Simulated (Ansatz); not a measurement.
SiPNH8: several calculations on one system

Part 1: Relaxation

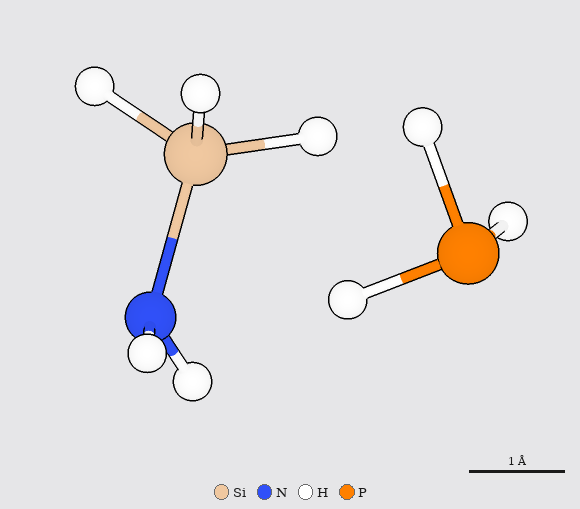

Starting structure of SiPNH8. A ball-and-stick model, seen at a tilt.

The run prepares an end point of a later path (reaction) calculation, from a guessed geometry.

Theory: Ansatz, RKS PBE-D4/6-31G*.

Input
```yaml
crystal:
  periodic: [false, false, false]
  atoms:
    - { symbol: Si, position_ang: [-0.021823, 0.133467, 0.20137] }
    - { symbol: "N", position_ang: [-0.158519, 0.388587, 1.970515] }
    - { symbol: H, position_ang: [-0.815536, -0.206982, 2.477697] }
    - { symbol: H, position_ang: [0.706119, 0.475863, 2.502528] }
    - { symbol: H, position_ang: [1.409397, 0.319695, -0.203122] }
    - { symbol: H, position_ang: [-0.824444, 1.191432, -0.503477] }
    - { symbol: H, position_ang: [-0.565014, -1.188212, -0.256004] }
    - { symbol: P, position_ang: [1.675824, -2.666148, 1.140501] }
    - { symbol: H, position_ang: [0.478745, -3.179732, 0.542515] }
    - { symbol: H, position_ang: [2.055859, -1.985666, -0.064018] }
    - { symbol: H, position_ang: [1.004292, -1.533505, 1.694496] }
basis:
  gaussian: { orbitals: "6-31G*" }
hamiltonian:
  xc: pbe
  dispersion: d4
relax:
  f_tol: 0.03
  max_steps: 50
output:
  orbitals: {}
```

Launched with:
```bash
ansatz run input.yaml --threads 1 --pin off --max-ram 2048MiB --backend cpu --events-out ev --progress --plain --runs-dir out
```

Question: Predict the outcome.

Answer: The largest move after the best rigid fit is that of H11, 1.32 Å. By element the largest moves are H 1.32 Å, P 0.47 Å, Si 0.37 Å, N 0.32 Å. Among the contacts that change: Si1–N2 1.793 → 1.749 Å, Si1–H7 1.500 → 1.513 Å. Bond angles that change, for instance: H5–Si1–H7 111.9° → 106.7°, N2–Si1–H7 113.5° → 117.9°, H5–Si1–H6 107.2° → 110.2°. Groups turn about Si1–N2 by about 50°. Over 23 geometry steps the energy falls by 6.92 kcal/mol. Largest force component: 0.78 eV/Å at the start, 0.014 eV/Å at the end. The run took 28 s on 1 thread of Intel(R) Xeon(R) 6975P-C (Granite Rapids), on a shared host, peak memory 0.15 GiB.

Final geometry:

```xyz
11

Si   -0.3019    0.3125    0.0396
N     0.0566    0.4470    1.7458
H    -0.7349    0.6073    2.3719
H     0.6657   -0.2698    2.1460
H     0.9989    0.3268   -0.7072
H    -1.1260    1.5091   -0.3318
H    -1.0601   -0.9092   -0.4311
P     1.9261   -3.0689    1.1238
H     0.7913   -2.7737    0.2949
H     2.4936   -1.7631    0.9302
H     1.2355   -2.6692    2.3208
```

After the run, drawn alike:

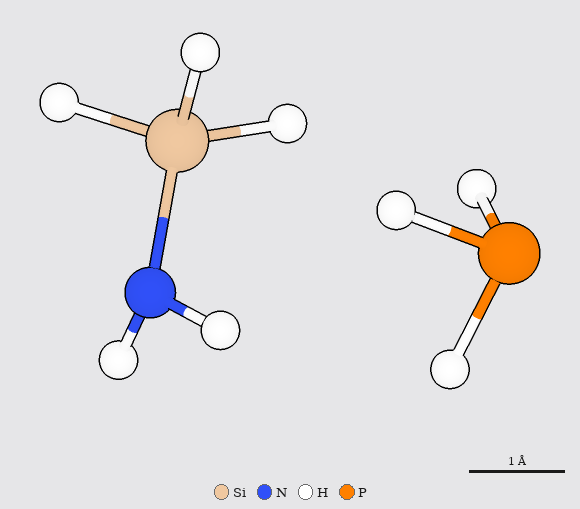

Part 2: Relaxation

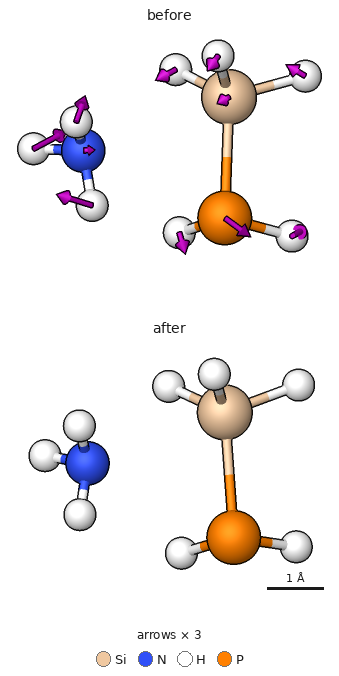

The structure of SiPNH8 before (top) and after (bottom) a relaxation, at one scale. The purple arrows give the displacements, magnified 3 times.

The picture is a ball-and-stick view, seen at a tilt.

The run prepares an end point of a later path (reaction) calculation, from a guessed geometry.

All numbers below come from Ansatz, RKS PBE-D4/6-31G*.

The input:
```yaml
crystal:
  periodic: [false, false, false]
  atoms:
    - { symbol: Si, position_ang: [0.490299, -0.307616, -0.455024] }
    - { symbol: "N", position_ang: [-0.219542, -0.332266, 2.476973] }
    - { symbol: H, position_ang: [-1.113878, -0.647841, 2.869099] }
    - { symbol: H, position_ang: [-0.083508, 0.635728, 2.78791] }
    - { symbol: H, position_ang: [0.977031, -0.329027, -1.884556] }
    - { symbol: H, position_ang: [0.687569, 1.100839, 0.019898] }
    - { symbol: H, position_ang: [-0.970712, -0.635957, -0.493635] }
    - { symbol: P, position_ang: [1.695416, -1.727048, 0.737573] }
    - { symbol: H, position_ang: [0.648498, -2.696883, 0.875705] }
    - { symbol: H, position_ang: [2.304013, -2.420871, -0.367793] }
    - { symbol: H, position_ang: [0.529715, -0.890257, 2.93685] }
basis:
  gaussian: { orbitals: "6-31G*" }
hamiltonian:
  xc: pbe
  dispersion: d4
relax:
  f_tol: 0.03
  max_steps: 50
```

Command:
```bash
ansatz run input.yaml --threads 1 --pin off --max-ram 2048MiB --backend cpu --events-out ev --progress --plain --runs-dir out
```

### Summarise the run.

The energy falls by 7.91 kJ/mol in 7 geometry steps. Largest force component: 0.66 eV/Å at the start, 0.019 eV/Å at the end. The largest move after the best rigid fit is that of H3, 0.28 Å. Largest moves by element: H 0.28 Å, P 0.20 Å, Si 0.11 Å, N 0.08 Å. Some distances before and after: Si1–P8 2.211 → 2.279 Å, N2–H11 1.041 → 1.026 Å. Cost: 10 s on 1 thread of Intel(R) Xeon(R) 6975P-C (Granite Rapids) (shared host), peak memory 0.15 GiB.

Limits of the set-up: the start holds two separate molecules, 2.6 Å apart at their closest, whose relative position is a soft coordinate.

Part 3: Path

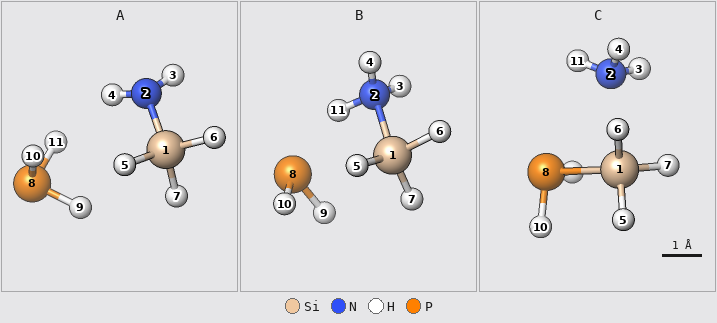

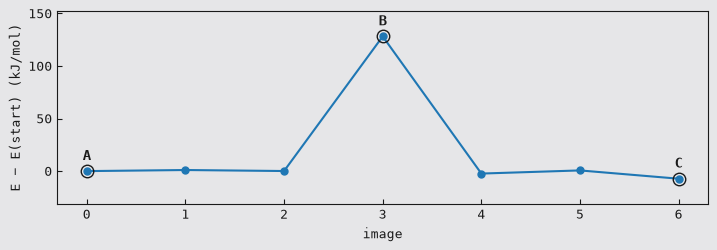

A search for the minimum-energy path of SiPNH8, made up at the start of SiNH5 and PH3 by the nudged elastic band. Images are numbered from 0 (start) to 6 (end). Frames A to C are images 0, 3, 6. A ball-and-stick model, seen at a tilt.

All numbers below come from RKS PBE-D4/6-31G* in Ansatz 0.2.0. Set-up: 5 movable images; climbing image; force threshold 0.03 eV/Å; iteration limit 60; starting path through a guess of the saddle point.

Question: Describe the mechanism and the energy profile.

Answer: The path has more than one stage, and so few images may leave a stage unresolved. Breaking: P8–H11 (1.44 → 2.08 at the top → 3.07 Å), Si1–N2 (1.75 → 1.92 at the top → 2.85 Å). Forming: N2–H11 (3.38 → 1.11 at the top → 1.03 Å), Si1–P8 (4.19 → 3.15 at the top → 2.28 Å). The highest point, image 3, lies 128.2 kJ/mol above the start and 135.4 kJ/mol above the end; the end is at −7.2 kJ/mol relative to the start. The band converged in 25 iterations. The largest component of the band force went from 10 to 0.029 eV/Å. The climbing image converged on the top of the path. Its vibrational analysis gives one imaginary mode (317i cm⁻¹), as a transition state must have.

Limits of the set-up: the start holds two separate molecules, 2.5 Å apart at their closest, whose relative position is a soft coordinate.
